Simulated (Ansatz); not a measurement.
Run report: C2H9AlFN, molecular dynamics (part 3 of 3)

Continued. System: C2H9AlFN. Method: RKS CAM-B3LYP-D4/cc-pVDZ (Ansatz 0.2.0). It belongs to a series of runs on one base structure; here: dynamics from the highest image of the converged band.

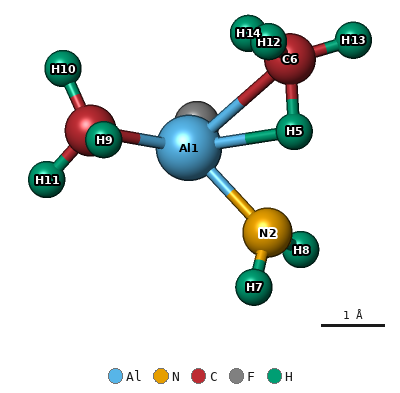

Figure 1. The geometry at step 67 of the log (ball-and-stick view, seen at a tilt; atoms are numbered from 1 in the order of the input).

## Output, continued
```
md step   199: t =    99.50 fs  T =   646.3 K  F+E_penalty+E_count = -13025.17537970 eV  E_kin = 1.002421 eV  conserved = -13024.17295865 eV  (31 SCF iters, 3 dispersion substeps)
these checks for a lower state are left out or cut short: starts, cluster_reference, orbital_swaps, neighbouring_geometries, increment
1266 factors; integrals over basis functions are off by at most 4.2e-4 eV
447 factors; integrals over basis functions are off by at most 1.0e-6 eV
mean field -13025.00986471 eV, -478.6602838592 hartree, gradient 1.4e-5 eV, S^2 0.000000; 0 other end points of the search recorded, 0 dependent functions left out
the calculation of the forces begins
reference -13025.01001246 eV, -478.6602892891 hartree; 25, 25 occupied and 94, 94 virtual orbitals, 1266 factors
1266 factors; integrals over basis functions are off by at most 4.2e-4 eV
447 factors; integrals over basis functions are off by at most 1.0e-6 eV
mean field evaluation 1568: about -13025.0096 eV, gradient 3.2e-1 eV
mean field -13025.00986471 eV, -478.6602838592 hartree, gradient 1.4e-5 eV, S^2 0.000000; 1 other end points of the search recorded, 0 dependent functions left out
the calculation of the forces begins
reference -13025.01001246 eV, -478.6602892891 hartree; 25, 25 occupied and 94, 94 virtual orbitals, 1266 factors
md step   200: t =   100.00 fs  T =   643.9 K  F+E_penalty+E_count = -13025.17167806 eV  E_kin = 0.998835 eV  conserved = -13024.17284325 eV  (28 SCF iters, 3 dispersion substeps)
```

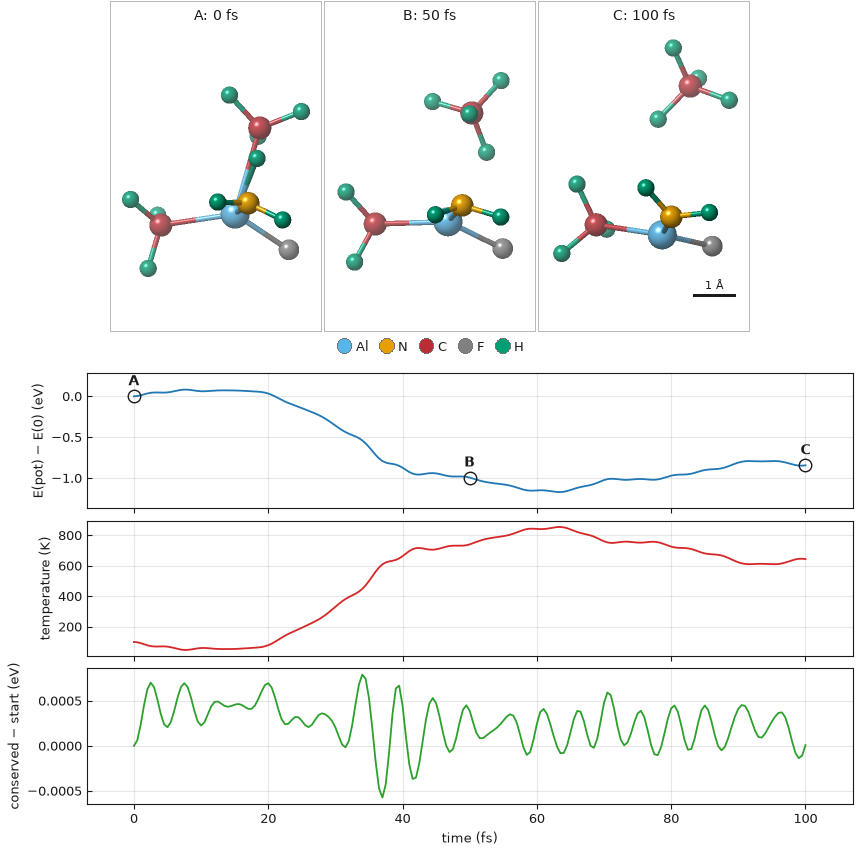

Figure 2. Frames of the molecular dynamics (ball-and-stick, seen at a tilt) above the curves, on which the letters mark them. The trajectory kept here has 201 frames over 100 fs. The temperature starts at 100 K, ranges from 48 to 855 K and averages 736 K over the second half. The potential energy ends 0.844 eV below its first value. The conserved quantity stays within 0.0014 eV. After an unweighted best fit of the last frame on the first, the root-mean-square displacement is 1.34 Å, and H5 has moved furthest (2.71 Å).

```
Total energy: -13025.17182582 eV, -478.6662358202 hartree
Atom 0 at    -1.016814     0.409224    -0.686242 Å, force     0.918585    -0.904584    -0.106709 eV/Å
Atom 1 at    -0.205893     1.308173    -1.985765 Å, force     0.368516     0.200998    -0.016247 eV/Å
Atom 2 at    -0.873693    -1.485774    -0.345215 Å, force    -0.166555    -0.814792    -0.416550 eV/Å
Atom 3 at    -1.667068     1.073367     0.686370 Å, force    -0.630131     1.002104     0.546283 eV/Å
Atom 4 at     2.822468    -0.270648     2.504817 Å, force     0.112607     0.278069    -0.178266 eV/Å
Atom 5 at     1.786783    -0.056329     2.790538 Å, force    -0.933321     0.061153     0.133961 eV/Å
Atom 6 at     0.637856     0.911276    -2.418248 Å, force    -0.501426     0.095146     0.058033 eV/Å
Atom 7 at    -0.097846     2.319909    -1.951030 Å, force    -0.067376    -0.041949    -0.091397 eV/Å
Atom 8 at     0.162785    -1.858310    -0.403692 Å, force     0.121348     0.185585     0.132935 eV/Å
Atom 9 at    -1.259808    -1.690962     0.671361 Å, force     0.096148     0.060396    -0.190924 eV/Å
Atom 10 at    -1.411656    -2.154350    -1.047350 Å, force    -0.101322     0.214355     0.125375 eV/Å
Atom 11 at     1.108699    -0.721260     2.188266 Å, force     0.415514     0.489750     0.463259 eV/Å
Atom 12 at     1.687899    -0.318510     3.872936 Å, force    -0.109977     0.207996    -0.586983 eV/Å
Atom 13 at     1.481768     1.022746     2.627534 Å, force     0.477389    -1.034226     0.127232 eV/Å
Dipole moment:     0.259544    -0.015012    -0.388212 e Å
```

## Trajectory as extended XYZ (Å, eV, eV/Å), 7 of the 201 frames kept, from step=0 to step=200
```
14
Properties=species:S:1:pos:R:3:forces:R:3 step=0 time_fs=0.0 energy=-13024.32796 temperature=100.0
Al   -0.6772    0.1907   -0.0610   -0.0029  -0.0066  -0.0075
N     0.4624    1.2294   -1.2011   -0.0221   0.0109  -0.0218
C    -1.0843   -1.6562   -0.5004    0.0020   0.0001   0.0015
F    -1.8658    1.2170    0.5899   -0.0026   0.0032   0.0040
H     0.9931    0.9183    0.0021    0.0164   0.0153   0.0032
C     1.0201    0.3495    1.2965    0.0264  -0.0004  -0.0005
H     0.9025    0.8617   -2.0442   -0.0008  -0.0041   0.0176
H     0.2533    2.2187   -1.3405    0.0057  -0.0134   0.0101
H    -0.2161   -2.1845   -0.9273    0.0007  -0.0009   0.0021
H    -1.4098   -2.2193    0.3893   -0.0022   0.0001  -0.0004
H    -1.9023   -1.7127   -1.2377    0.0035   0.0005  -0.0014
H     1.8620   -0.3560    1.2193   -0.0086  -0.0032   0.0008
H     1.3597    1.2605    1.8140   -0.0044  -0.0053  -0.0029
H     0.3023   -0.1172    2.0014   -0.0111   0.0039  -0.0049
14
Properties=species:S:1:pos:R:3:forces:R:3 step=33 time_fs=16.5 energy=-13024.26189 temperature=57.7
Al   -0.6746    0.1976   -0.0601   -0.4346  -0.5908  -0.5840
N     0.4463    1.2529   -1.1846    0.2755  -0.4906  -1.0527
C    -1.0614   -1.6988   -0.4833    0.1256   0.1280   0.1795
F    -1.8442    1.2394    0.5840   -0.1727   0.0559   0.1394
H     0.9956    0.8520    0.0300    0.1370  -0.0603   0.2270
C     0.9862    0.3262    1.2548    0.4104   0.1813   0.8728
H     0.8313    0.9935   -2.1115   -0.3062   0.0987   0.6805
H     0.2792    2.2502   -1.1857   -0.1422   0.4321  -0.0307
H    -0.1507   -2.2341   -0.8160   -0.1290   0.1548  -0.1641
H    -1.4311   -2.2897    0.3707   -0.0024   0.2061   0.2085
H    -1.8451   -1.8105   -1.2516    0.1579   0.0995  -0.1439
H     1.7056   -0.5046    1.2562    0.1062   0.0671  -0.0237
H     1.4271    1.2247    1.7339    0.0758  -0.2579  -0.1359
H     0.2124    0.0427    2.0001   -0.1012  -0.0241  -0.1728
14
Properties=species:S:1:pos:R:3:forces:R:3 step=67 time_fs=33.5 energy=-13024.83949 temperature=430.2
Al   -0.7035    0.1882   -0.1417   -0.1921   1.5667  -1.0923
N     0.3906    1.2709   -1.2280   -0.4766  -0.8488  -1.0232
C    -1.0155   -1.6861   -0.4406   -0.3040   0.2533   0.2084
F    -1.8360    1.2566    0.5986    0.2846  -0.5880   0.0261
H     1.0989    0.7071    0.3016    0.5319  -0.3218   1.3710
C     1.0748    0.2886    1.3896   -0.5203  -0.2277  -1.2013
H     0.6092    1.0543   -2.2159   -0.1586   0.0118   0.6529
H     0.1637    2.2575   -1.2031   -0.1379   0.3618   0.0677
H    -0.0962   -2.1916   -0.7507    0.1165  -0.2327  -0.0097
H    -1.4535   -2.1745    0.4505    0.0846  -0.0656  -0.3026
H    -1.7346   -1.7268   -1.2804    0.0172  -0.2182   0.1518
H     1.5719   -0.6950    1.3759   -0.1666   0.1412   0.3203
H     1.6239    1.0378    1.9445    0.1625   0.2416   0.5116
H     0.0294    0.2293    1.8017    0.7590  -0.0735   0.3194
14
Properties=species:S:1:pos:R:3:forces:R:3 step=100 time_fs=50.0 energy=-13025.32102 temperature=740.5
Al   -0.7578    0.2839   -0.3144   -0.8860  -1.6529   0.7357
N     0.2356    1.2465   -1.3430    0.5277   1.0914  -0.8619
C    -0.9806   -1.6625   -0.3897    0.3457  -0.0457  -0.6630
F    -1.8017    1.2101    0.6276   -0.2374   0.1535   0.4149
H     1.6592    0.6054    0.7996    0.7760   0.5237  -1.2623
C     1.2504    0.2106    1.6896    0.0580  -0.5297   2.1102
H     0.3904    0.9871   -2.3067    0.2972  -0.0078  -0.2711
H     0.0060    2.2399   -1.3009    0.2266   0.0114  -0.1591
H    -0.0623   -2.2290   -0.6537   -0.0221   0.3015   0.2957
H    -1.4367   -2.1375    0.4818   -0.0663   0.0288   0.2880
H    -1.6380   -1.8909   -1.2472   -0.2466   0.0993   0.0205
H     1.4034   -0.8708    1.7839   -0.1721  -0.1353  -0.3412
H     1.7554    0.6341    2.5914   -0.3164   0.1296  -0.5694
H     0.1885    0.4615    1.7678   -0.2841   0.0321   0.2632
14
Properties=species:S:1:pos:R:3:forces:R:3 step=133 time_fs=66.5 energy=-13025.43681 temperature=815.1
Al   -0.8635    0.2985   -0.4542    0.4567   1.2204  -0.4938
N     0.1273    1.3244   -1.6025   -0.9091   0.0455   1.1394
C    -0.9501   -1.6245   -0.3788   -0.4718  -0.0405   0.5112
F    -1.7843    1.1678    0.6972    0.3140  -0.1988  -0.3139
H     2.2586    0.4256    1.3352   -0.9086  -0.4197   0.6338
C     1.4416    0.1174    2.0579   -0.2729   0.4783  -0.5141
H     0.6343    0.9491   -2.3796    0.3528  -0.3212  -0.4980
H     0.2000    2.3486   -1.6174   -0.1618  -0.5510   0.1386
H     0.0539   -2.0550   -0.4205    0.1727  -0.2298  -0.1962
H    -1.3600   -1.8569    0.6289    0.0947  -0.0273  -0.2887
H    -1.6177   -2.1052   -1.1172    0.2482   0.0928   0.0353
H     1.1778   -0.9556    1.9963    0.1579   0.2504  -0.3119
H     1.7716    0.2877    3.0842    0.2286   0.1520   0.2239
H     0.5116    0.7415    1.9242    0.6986  -0.4511  -0.0655
14
Properties=species:S:1:pos:R:3:forces:R:3 step=167 time_fs=83.5 energy=-13025.26326 temperature=703.0
Al   -0.9493    0.3793   -0.6140   -0.0235  -0.6835   1.1712
N    -0.0423    1.3212   -1.8195   -0.1904   0.6863   0.4588
C    -0.9132   -1.5850   -0.3351    0.3417   0.6761  -0.2631
F    -1.7313    1.1055    0.7270    0.1627   0.1529  -0.6771
H     2.5817    0.0928    1.9372    0.2544   0.1092  -0.1346
C     1.6156    0.0237    2.4431    0.7567  -0.0870  -0.0776
H     0.7755    0.8767   -2.2075    0.2885  -0.1479  -0.3853
H     0.1546    2.3226   -1.6958   -0.1793  -0.4684  -0.1371
H     0.1332   -1.9455   -0.3585   -0.1831  -0.0488  -0.1800
H    -1.2909   -1.7768    0.6726   -0.1661   0.0065   0.2188
H    -1.5197   -2.1567   -1.0442    0.0116  -0.1721  -0.1644
H     1.0960   -0.8302    2.0201   -0.2384  -0.6008   0.3433
H     1.8063    0.0100    3.5234   -0.2673  -0.3976   0.0149
H     1.0361    0.8910    2.2051   -0.5675   0.9748  -0.1879
14
Properties=species:S:1:pos:R:3:forces:R:3 step=200 time_fs=100.0 energy=-13025.17168 temperature=643.9
Al   -1.0168    0.4092   -0.6862    0.9186  -0.9046  -0.1067
N    -0.2059    1.3082   -1.9858    0.3685   0.2010  -0.0162
C    -0.8737   -1.4858   -0.3452   -0.1666  -0.8148  -0.4166
F    -1.6671    1.0734    0.6864   -0.6301   1.0021   0.5463
H     2.8225   -0.2706    2.5048    0.1126   0.2781  -0.1783
C     1.7868   -0.0563    2.7905   -0.9333   0.0612   0.1340
H     0.6379    0.9113   -2.4182   -0.5014   0.0951   0.0580
H    -0.0978    2.3199   -1.9510   -0.0674  -0.0419  -0.0914
H     0.1628   -1.8583   -0.4037    0.1213   0.1856   0.1329
H    -1.2598   -1.6910    0.6714    0.0961   0.0604  -0.1909
H    -1.4117   -2.1544   -1.0474   -0.1013   0.2144   0.1254
H     1.1087   -0.7213    2.1883    0.4155   0.4898   0.4633
H     1.6879   -0.3185    3.8729   -0.1100   0.2080  -0.5870
H     1.4818    1.0227    2.6275    0.4774  -1.0342   0.1272
```

This output came from the following input.

## The input
```yaml
crystal:
  periodic: [false, false, false]
  atoms:
    - { symbol: Al, position_ang: [-0.677203, 0.190721, -0.061045] }
    - { symbol: "N", position_ang: [0.462441, 1.229439, -1.201108] }
    - { symbol: C, position_ang: [-1.084331, -1.656156, -0.500393] }
    - { symbol: F, position_ang: [-1.865775, 1.217036, 0.589882] }
    - { symbol: H, position_ang: [0.9931, 0.918329, 0.002064] }
    - { symbol: C, position_ang: [1.02014, 0.349485, 1.296506] }
    - { symbol: H, position_ang: [0.902495, 0.86171, -2.044234] }
    - { symbol: H, position_ang: [0.253255, 2.218709, -1.340461] }
    - { symbol: H, position_ang: [-0.216066, -2.184482, -0.927312] }
    - { symbol: H, position_ang: [-1.409796, -2.219257, 0.389313] }
    - { symbol: H, position_ang: [-1.902298, -1.712684, -1.23774] }
    - { symbol: H, position_ang: [1.862006, -0.356039, 1.219254] }
    - { symbol: H, position_ang: [1.359712, 1.260482, 1.813973] }
    - { symbol: H, position_ang: [0.302322, -0.117194, 2.001405] }
basis:
  gaussian: { orbitals: cc-pVDZ }
hamiltonian:
  xc: cam_b3lyp
  dispersion: d4
md:
  timestep: 0.5
  n_steps: 200
  ensemble: nve
  temperature: 100.0
  initial_velocities: maxwell_boltzmann
  seed: 11890
```

Launch command:
```bash
ansatz run input.yaml --threads 4 --pin off --max-ram 5120MiB --backend cpu --events-out ev --progress --plain --runs-dir out
```

## Results in brief

```csv
quantity,value
outcome,finished
mean temperature over the second half,736 K
trajectory,"200 steps, 100 fs"
ensemble,nve
temperature in the input,100.0 K
time step,0.5 fs
potential energy (last step),−13025.1718 eV
mean-field energy (last step),−13025.0100 eV
largest force (length of the vector) (last step),1.304 eV/Å
hardware,"4 threads of Arm Neoverse N1, 16 GiB of memory available, shared host"
wall time,12 min (CPU time 45 min)
peak memory,0.35 GiB
```

## Remarks

So short a trajectory is not equilibrated.
